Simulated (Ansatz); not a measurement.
# How methods differ on CuOH (SMILES [Cu]O)

CuOH has 3 atoms, charge 0, and is taken as a singlet. SMILES: `[Cu]O`. The shape was relaxed beforehand at r2SCAN/def2-SVP.

```xyz
3

Cu   -1.1286    0.2720   -0.5853
O     0.4115    0.3231    0.2610
H     0.7171   -0.5951    0.3242
```

Quantity: the adiabatic electron affinity (to the doublet anion, shapes relaxed at r2SCAN/def2-SVP, no zero-point term), in eV. The values are calculated.

The electron affinity is E(neutral) − E(anion): positive where the electron is bound.

| level | kind | program | value (eV) | CPU time (all runs) |
| --- | --- | --- | --- | --- |
| HF/def2-TZVPP | Hartree–Fock | Ansatz | 0.58 | 16 s |
| SVWN5/def2-TZVPP | LDA | Ansatz | 0.90 | 4.3 s |
| BLYP/def2-TZVPP | GGA | Ansatz | 0.75 | 10 s |
| r2SCAN/def2-TZVPP | meta-GGA | Ansatz | 0.88 | 11 s |
| wB97M-V/def2-TZVPP | range-separated hybrid | Ansatz | 0.60 | 15 s |
| RPA@PBE/def2-TZVPP | RPA | Ansatz | 0.77 | 22 s |
| MP2/def2-TZVPP | perturbation theory | Ansatz | -2.31 | 22 s |
| CCSD(T)/def2-TZVPP | coupled cluster or CI | Ansatz | 0.13 | 52 s |

The values span -2.31 to 0.90 eV. The coupled-cluster rows rest on a doubtful reference here (large T1 or Brueckner and Hartree–Fock orbitals at odds), and rows may lie in different states. Times are those of the runs behind each value, whatever else they computed, on shared processors of several kinds: orders of magnitude only.

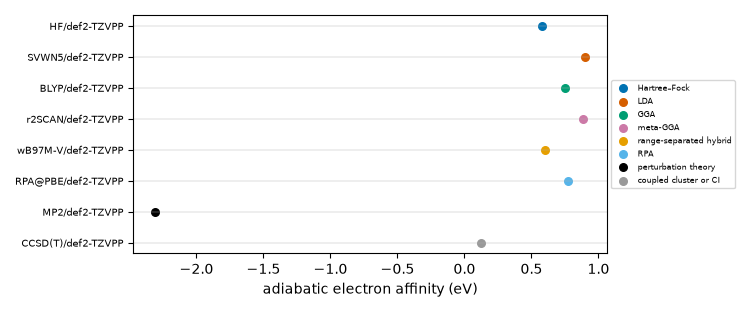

The values of the table, level by level.
